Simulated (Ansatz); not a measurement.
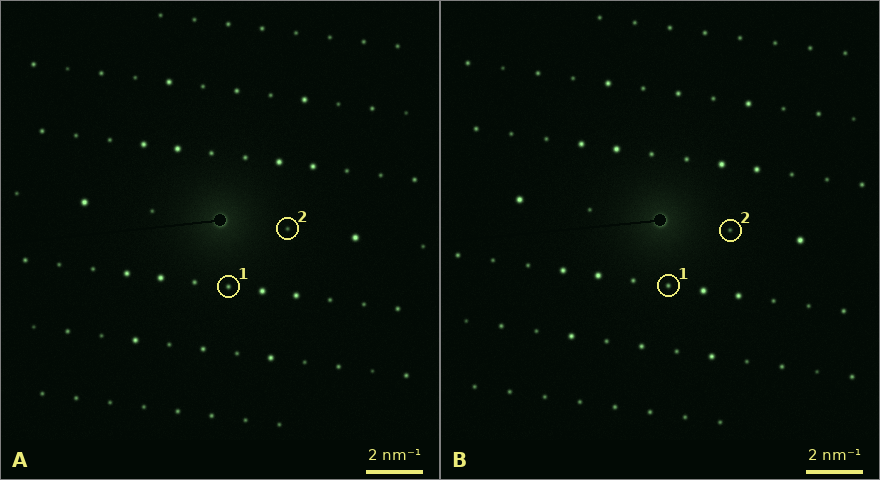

Kinematic electron diffraction patterns (200 kV, B = 0.5 Å², same scale) along [101] of the run's own cell, for the start and the end of one relaxation of BiP2 with DFT PBE, scalar-relativistic, plane waves, PAW (Ansatz). k mesh 12×12×12. The start is a generated model structure, and the relaxation ends in the nearest stationary point of its symmetry, not necessarily the ground state. Spot 1 is -1 0 1 and spot 2 is -2 -2 2 in both.

Start structure:

```
CELL_PARAMETERS angstrom
-2.13945 2.13945 8.15519
2.13945 -2.13945 8.15519
2.13945 2.13945 -8.15519
ATOMIC_POSITIONS crystal
Bi 0.00000 0.00000 0.00000
Bi 0.75000 0.25000 0.50000
P 0.37500 0.51705 0.64205
P 0.48295 0.12500 0.85795
P 0.87500 0.73295 0.35795
P 0.26705 0.62500 0.14205
```

### Which pattern belongs to the start structure, and which to the relaxed one?

A is the start: its cell gives d(1) = 4.139 Å, d(2) = 4.078 Å and an angle of 75.3°. B is the relaxed structure, with d(1) = 4.202 Å (+1.5 %), d(2) = 3.929 Å (-3.6 %) and 74.5°.

### What did the relaxation do to the structure and the energy?

The volume changed by +0.1 % to 24.90 Å³ an atom; with the mean shift removed, the atoms moved by up to 0.05 Å relative to the cell (P most); the space group stayed I-42d (No. 122); the free energy fell by 4.2 meV an atom. Relaxed cell: a = 8.441 Å, b = 8.441 Å, c = 8.441 Å, α = 150.06°, β = 150.06°, γ = 42.85°.
